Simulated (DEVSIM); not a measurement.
Device: illuminated GaSb p-on-n cell, one wavelength, at 300 K.

| layer (left to right) | material | thickness (μm) | Nd (cm⁻³) | Na (cm⁻³) | τn (s) | τp (s) | absorption coefficient (cm⁻¹) |
|---|---|---|---|---|---|---|---|
| 1 | GaSb | 0.110 | - | 6.6e17 | 1.9e-8 | 2.3e-9 | 7800 |
| 2 | GaSb | 1.70 | 6.2e15 | - | 2.7e-8 | 2.7e-8 | 7800 |

Left contact: ohmic, minority electron recombination velocity 1e5 cm/s. Right contact: ohmic, minority hole recombination velocity 2e5 cm/s. Voltage is applied to the left contact. Recombination: SRH at mid-gap, radiative, Auger. Light enters at the left, 2.7e17 photons cm⁻² s⁻¹, one pass, no reflection. Mobility is μmin + (μ − μmin)/(1 + (N/Nref)^α).

This is a model device: material constants are rounded textbook-type values typed into the input, and sizes, dopings and lifetimes were drawn at random. Values at 300 K.

| parameter | GaSb |
|---|---|
| gap (eV) | 0.726 |
| affinity (eV) | 4.06 |
| permittivity | 15.7 |
| Nc (cm⁻³) | 2.1e17 |
| Nv (cm⁻³) | 1.8e19 |
| μn (cm²/Vs) | 5000 |
| μp (cm²/Vs) | 850 |
| μn,min | 1000 |
| μp,min | 190 |
| Nref,n | 2.8e17 |
| Nref,p | 9e17 |
| αn | 1.05 |
| αp | 0.65 |
| B (cm³/s) | 1e-10 |
| Cn (cm⁶/s) | 5e-30 |
| Cp (cm⁶/s) | 5e-30 |

Model (solved in DEVSIM): 1D drift-diffusion, Boltzmann statistics, complete ionisation; no tunnelling, impact ionisation, image-force lowering or self-heating.

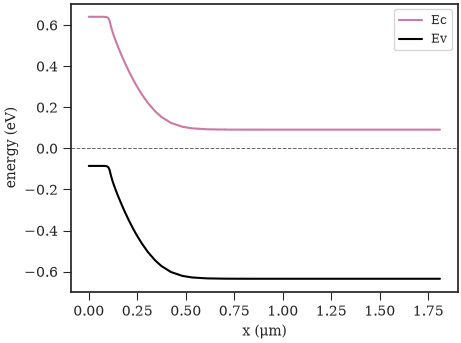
*Band edges at zero bias, in the dark*

Energies count from the Fermi level of the right contact; mesh points crowd at the junctions.

```json
[
 {"x (μm)": "0.000", "Ec (eV)": "0.641", "Ev (eV)": "-0.085", "n (cm⁻³)": "3600000", "p (cm⁻³)": "6.6e17", "field (V/cm)": "≈ 0"},
 {"x (μm)": "0.01234", "Ec (eV)": "0.641", "Ev (eV)": "-0.085", "n (cm⁻³)": "3600000", "p (cm⁻³)": "6.6e17", "field (V/cm)": "≈ 0"},
 {"x (μm)": "0.02814", "Ec (eV)": "0.641", "Ev (eV)": "-0.085", "n (cm⁻³)": "3600000", "p (cm⁻³)": "6.6e17", "field (V/cm)": "≈ 0"},
 {"x (μm)": "0.04837", "Ec (eV)": "0.641", "Ev (eV)": "-0.085", "n (cm⁻³)": "3600000", "p (cm⁻³)": "6.6e17", "field (V/cm)": "≈ 0"},
 {"x (μm)": "0.07668", "Ec (eV)": "0.640", "Ev (eV)": "-0.086", "n (cm⁻³)": "3700000", "p (cm⁻³)": "6.6e17", "field (V/cm)": "-210"},
 {"x (μm)": "0.09362", "Ec (eV)": "0.638", "Ev (eV)": "-0.088", "n (cm⁻³)": "4000000", "p (cm⁻³)": "6.1e17", "field (V/cm)": "-3800"},
 {"x (μm)": "0.1068", "Ec (eV)": "0.621", "Ev (eV)": "-0.105", "n (cm⁻³)": "7700000", "p (cm⁻³)": "3.1e17", "field (V/cm)": "-29000"},
 {"x (μm)": "0.1235", "Ec (eV)": "0.563", "Ev (eV)": "-0.163", "n (cm⁻³)": "7.2e7", "p (cm⁻³)": "3.4e16", "field (V/cm)": "-29000"},
 {"x (μm)": "0.1444", "Ec (eV)": "0.509", "Ev (eV)": "-0.217", "n (cm⁻³)": "5.9e8", "p (cm⁻³)": "4.1e15", "field (V/cm)": "-24000"},
 {"x (μm)": "0.1768", "Ec (eV)": "0.436", "Ev (eV)": "-0.290", "n (cm⁻³)": "1.0e10", "p (cm⁻³)": "2.4e14", "field (V/cm)": "-21000"},
 {"x (μm)": "0.2268", "Ec (eV)": "0.338", "Ev (eV)": "-0.388", "n (cm⁻³)": "4.4e11", "p (cm⁻³)": "5.4e12", "field (V/cm)": "-18000"},
 {"x (μm)": "0.3417", "Ec (eV)": "0.181", "Ev (eV)": "-0.545", "n (cm⁻³)": "1.9e14", "p (cm⁻³)": "1.2e10", "field (V/cm)": "-9600"},
 {"x (μm)": "0.4819", "Ec (eV)": "0.105", "Ev (eV)": "-0.621", "n (cm⁻³)": "3.6e15", "p (cm⁻³)": "6.7e8", "field (V/cm)": "-2200"},
 {"x (μm)": "0.6987", "Ec (eV)": "0.091", "Ev (eV)": "-0.635", "n (cm⁻³)": "6.1e15", "p (cm⁻³)": "3.9e8", "field (V/cm)": "-71"},
 {"x (μm)": "1.117", "Ec (eV)": "0.091", "Ev (eV)": "-0.635", "n (cm⁻³)": "6.2e15", "p (cm⁻³)": "3.9e8", "field (V/cm)": "≈ 0"},
 {"x (μm)": "1.371", "Ec (eV)": "0.091", "Ev (eV)": "-0.635", "n (cm⁻³)": "6.2e15", "p (cm⁻³)": "3.9e8", "field (V/cm)": "≈ 0"},
 {"x (μm)": "1.535", "Ec (eV)": "0.091", "Ev (eV)": "-0.635", "n (cm⁻³)": "6.2e15", "p (cm⁻³)": "3.9e8", "field (V/cm)": "≈ 0"},
 {"x (μm)": "1.641", "Ec (eV)": "0.091", "Ev (eV)": "-0.635", "n (cm⁻³)": "6.2e15", "p (cm⁻³)": "3.9e8", "field (V/cm)": "≈ 0"},
 {"x (μm)": "1.728", "Ec (eV)": "0.091", "Ev (eV)": "-0.635", "n (cm⁻³)": "6.2e15", "p (cm⁻³)": "3.9e8", "field (V/cm)": "≈ 0"},
 {"x (μm)": "1.766", "Ec (eV)": "0.091", "Ev (eV)": "-0.635", "n (cm⁻³)": "6.2e15", "p (cm⁻³)": "3.9e8", "field (V/cm)": "≈ 0"},
 {"x (μm)": "1.790", "Ec (eV)": "0.091", "Ev (eV)": "-0.635", "n (cm⁻³)": "6.2e15", "p (cm⁻³)": "3.9e8", "field (V/cm)": "≈ 0"},
 {"x (μm)": "1.810", "Ec (eV)": "0.091", "Ev (eV)": "-0.635", "n (cm⁻³)": "6.2e15", "p (cm⁻³)": "3.9e8", "field (V/cm)": "≈ 0"}
]
```
